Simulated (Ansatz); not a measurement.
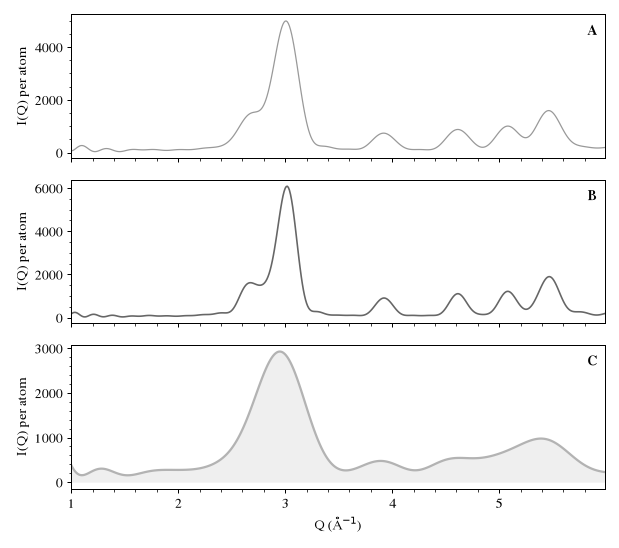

X-ray scattering of spheres cut from the crystal structure of Tc (P6_3/mmc, a = 2.722 Å, b = 2.722 Å, c = 4.357 Å, α = 90.00°, β = 90.00°, γ = 120.00°), calculated atom by atom with the Debye equation (B = 0.5 Å², no relaxation of the surface). Structure used: the end point of a relaxation at fixed volume with Ansatz 0.2.0, DFT r2SCAN, scalar-relativistic, plane waves, PAW.

Q: The spheres are 14, 28 and 36 Å across. Which curve is which?

A: curve A: 28 Å (835 atoms); curve B: 36 Å (1761 atoms); curve C: 14 Å (105 atoms). Peak widths go roughly as 2π/D, so the largest sphere has the sharpest peaks.

Q: Index the main peaks of the largest sphere.

A: Q ≈ 3.02 Å⁻¹: 101; Q ≈ 3.92 Å⁻¹: 102; Q ≈ 4.61 Å⁻¹: 110; Q ≈ 5.08 Å⁻¹: 103; Q ≈ 5.47 Å⁻¹: 112 + 201.
